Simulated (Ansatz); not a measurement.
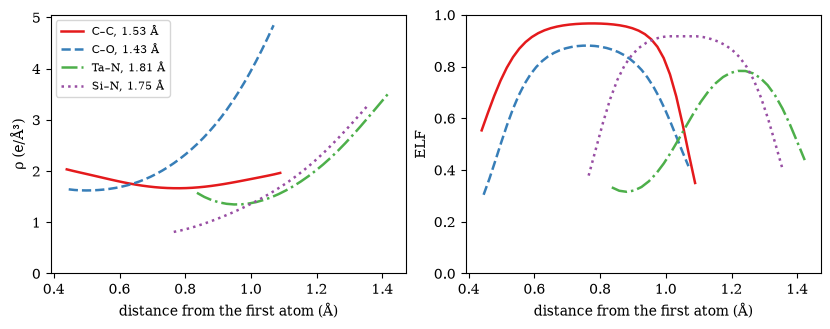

*C₁₂H₃₀NO₃SiTa (SMILES CC(C)[O][Ta](=[N][Si](C)(C)C)([O]C(C)C)[O]C(C)C). Electron density and electron localisation function along straight lines between neighbouring atoms. The curves leave out the atomic cores.*

Geometry: PBE-D3(BJ)/def2-SVP; core potentials replace the inner electrons of Ta.

Computed with isolated molecule in a Gaussian basis; Kohn-Sham density functional theory, functional PBE0 in Ansatz 0.2.0.

```tsv
atom	x (Å)	y (Å)	z (Å)
C	-2.0072	1.0582	-2.8090
C	-0.5539	0.8248	-3.2219
C	-0.2925	-0.6116	-3.6748
C	-0.2446	-3.8168	-0.3492
C	-2.8517	-2.1527	-0.3286
C	-1.2251	-2.5113	2.2787
C	-0.5341	2.1767	2.0682
C	0.0127	1.3364	3.2223
C	-1.9984	1.8683	1.7557
C	3.4860	-0.9121	0.0248
C	3.3628	-1.9220	-1.1164
C	3.1884	-1.5277	1.3920
N	-0.1932	-0.8666	0.0254
O	0.3183	1.1711	-2.1492
O	0.2697	1.9886	0.9063
O	2.6264	0.1994	-0.2146
Si	-1.1103	-2.3079	0.3993
Ta	0.7554	0.6227	-0.3579
H	-2.1530	2.1048	-2.4754
H	-2.6985	0.8619	-3.6534
H	-2.2786	0.3827	-1.9713
H	-0.3026	1.5168	-4.0589
H	-0.5211	-1.3169	-2.8489
H	0.7707	-0.7427	-3.9589
H	-0.9224	-0.8748	-4.5482
H	-0.1224	-3.6963	-1.4453
H	-0.8251	-4.7455	-0.1692
H	0.7642	-3.9541	0.0909
H	-2.8136	-2.0727	-1.4342
H	-3.4765	-3.0332	-0.0713
H	-3.3607	-1.2464	0.0592
H	-1.7631	-3.4429	2.5517
H	-1.7652	-1.6582	2.7378
H	-0.2133	-2.5549	2.7318
H	-0.4431	3.2553	2.3344
H	-0.0633	0.2567	2.9769
H	-0.5555	1.5229	4.1560
H	1.0780	1.5785	3.4083
H	-2.3559	2.4911	0.9115
H	-2.6439	2.0677	2.6347
H	-2.1084	0.8013	1.4712
H	4.5231	-0.5035	0.0328
H	2.3343	-2.3378	-1.1478
H	3.5731	-1.4358	-2.0897
H	4.0748	-2.7616	-0.9850
H	3.8897	-2.3562	1.6170
H	2.1529	-1.9264	1.4105
H	3.2809	-0.7650	2.1908
```

### Compare the contacts.

C–C (1.53 Å): ρ is about 1.7 e/Å³ halfway; the ELF peaks at about 0.95 between the atoms: a shared electron pair.
C–O (1.43 Å): ρ is about 1.9 e/Å³ halfway, with its minimum of 1.6 e/Å³ about 0.5 Å from C; the ELF peaks at about 0.90 between the atoms, as expected for a shared but strongly polarised pair.
Ta–N (1.81 Å): ρ is about 1.4 e/Å³ halfway; the ELF peaks at about 0.80 in the valence shell of N, 0.6 Å from its nucleus, and drops to about 0.30 between the two atoms.
Si–N (1.75 Å): ρ at the midpoint is about 1 e/Å³; the ELF peaks at about 0.90 between the atoms, as expected for a polar covalent bond.
